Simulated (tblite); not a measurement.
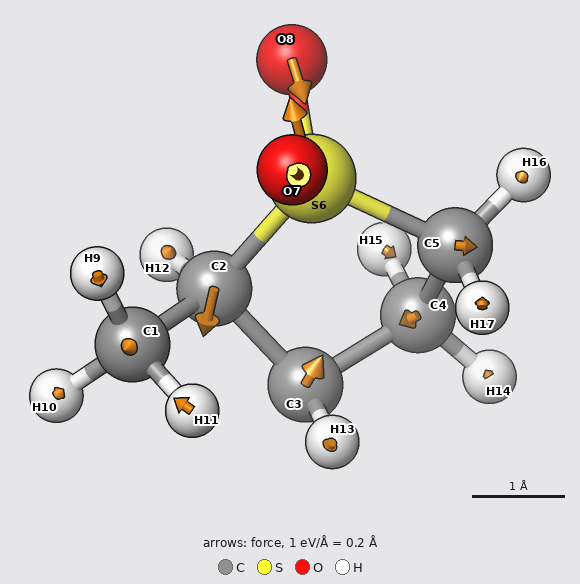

Starting geometry of C5H9O2S (multiplicity 2) with the computed forces as orange arrows. A ball-and-stick model, seen at a tilt.

Level of theory: GFN2-xTB geometry optimisation, gas phase in tblite 0.8.0. 

**What follows when this structure is relaxed?**

It isn't relaxed: the largest force vector, on S6, is 5.16 eV/Å. The final displacements have little in common with the starting forces (cosine between the two patterns 0.21). After 86 geometry steps the energy has fallen by 0.970 eV. The largest moves after the best rigid fit, 0.61 Å, are those of H9 and H17. Largest moves by element: H 0.61 Å, O 0.52 Å, C 0.26 Å, S 0.20 Å. Near-neighbour distances that change, for instance: C2–S6 1.776 → 1.933 Å, C2–C3 1.515 → 1.434 Å, C5–S6 1.784 → 1.852 Å, S6–O7 1.499 → 1.439 Å. Among the angles between lasting bonds that change: S6–C2–H12 113.5° → 98.9°, C4–C3–H13 108.1° → 119.6°, C1–C2–C3 107.9° → 118.7°. Groups turn about C1–C2 by about 25°.
